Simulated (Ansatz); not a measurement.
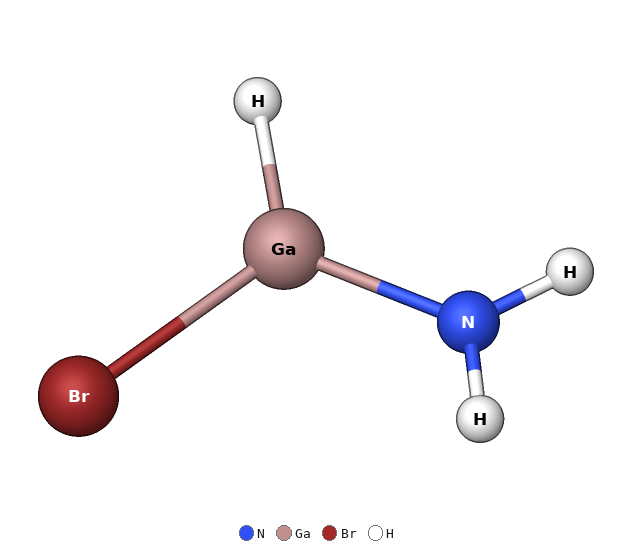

A ball-and-stick model of a molecule. Every bond is drawn as one stick, whatever its order.

Which formula does it have?

BrGaH3N, 6 atoms: 1 bromine, 1 gallium, 3 hydrogen and 1 nitrogen.

Which point group does it belong to?

Cs.

More results for the same structure follow; atom numbers are the same in all pictures, views and colours differ. The geometry was computed by an optimisation with PBE0-D4/def2-TZVP.

Geometry

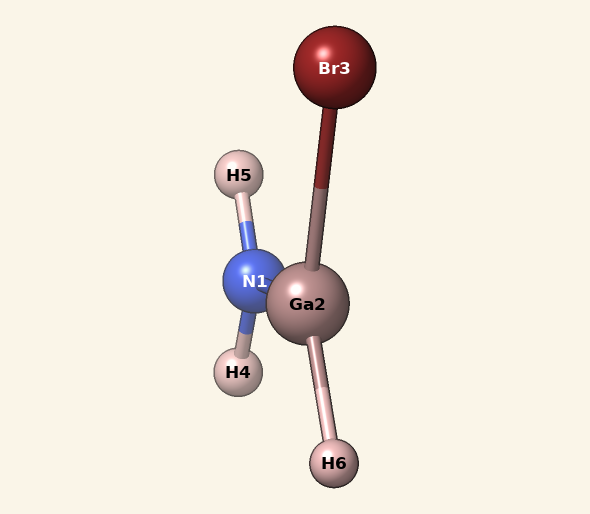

N1 lies behind Ga2. The molecule seen a little off the Ga2–N1 bond, Ga2 in front. Distant atoms are faded towards the background colour.

What is the torsion angle Br3–Ga2–N1–H4? The sign is positive where the front bond must turn clockwise to cover the back bond.

180°, antiperiplanar (anti).

Levels of theory compared

Program: Ansatz 0.2.0.

Compare dipole (D), HOMO energy (eV) at these levels: B3LYP-D4/def2-TZVPP; PBE-D4/def2-TZVPP; r2SCAN-D4/def2-TZVPP; ωB97M-V/def2-TZVPP.

```tsv
level	dipole (D)	HOMO energy (eV)
B3LYP-D4/def2-TZVPP	2.54	−7.45
PBE-D4/def2-TZVPP	2.53	−6.35
r2SCAN-D4/def2-TZVPP	2.58	−6.64
ωB97M-V/def2-TZVPP	2.55	−10.02
```

Vibrations

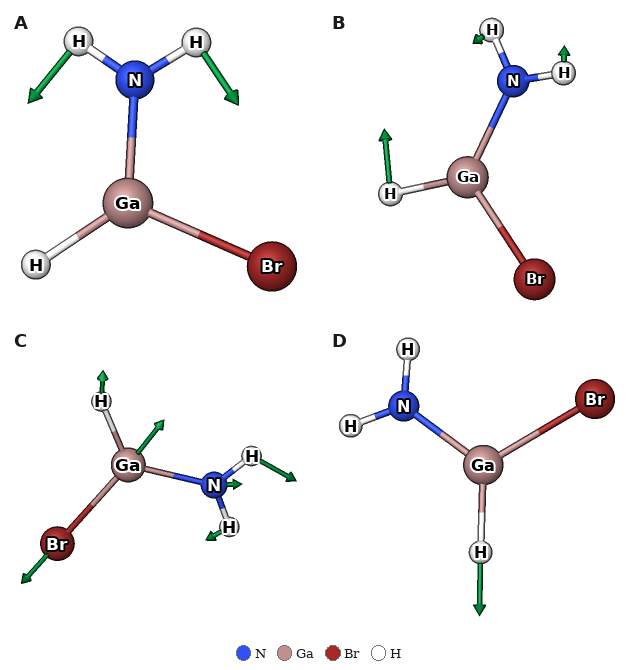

4 normal modes of one molecule or complex, as arrows. Harmonic vibrations computed with RKS PBE0-D4/def2-TZVP (Ansatz 0.2.0) at a stationary point of the same level.

Match the panels to the wavenumbers 301 cm⁻¹, 568 cm⁻¹, 1555 cm⁻¹, 2052 cm⁻¹.

A: 1555 cm⁻¹, angle bending
B: 568 cm⁻¹, angle bending
C: 301 cm⁻¹, Ga–Br stretching
D: 2052 cm⁻¹, Ga–H stretching

Charges

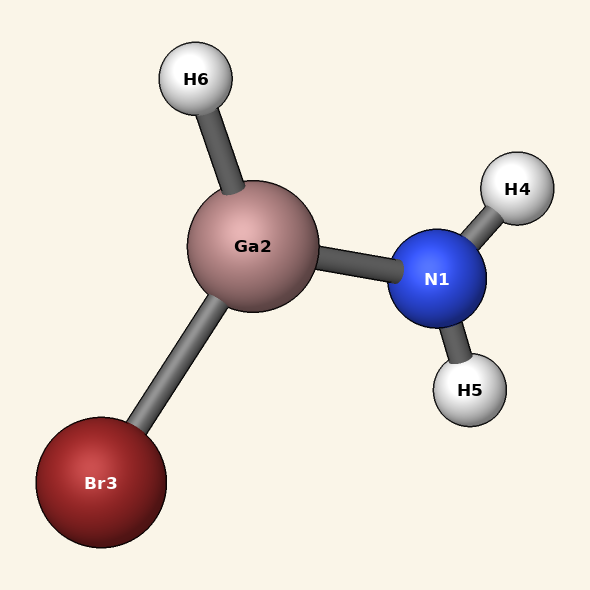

The questions are on Mulliken charges. Method: RKS PBE-D4/def2-TZVPP (Ansatz 0.2.0).

List the Mulliken charges.

| atom | value (e) |
| --- | --- |
| N1 | −0.36 |
| Ga2 | 0.33 |
| Br3 | −0.28 |
| H4 | 0.15 |
| H5 | 0.16 |
| H6 | −0.01 |

Mulliken values depend strongly on the basis set and can even reverse the polarity of a bond.
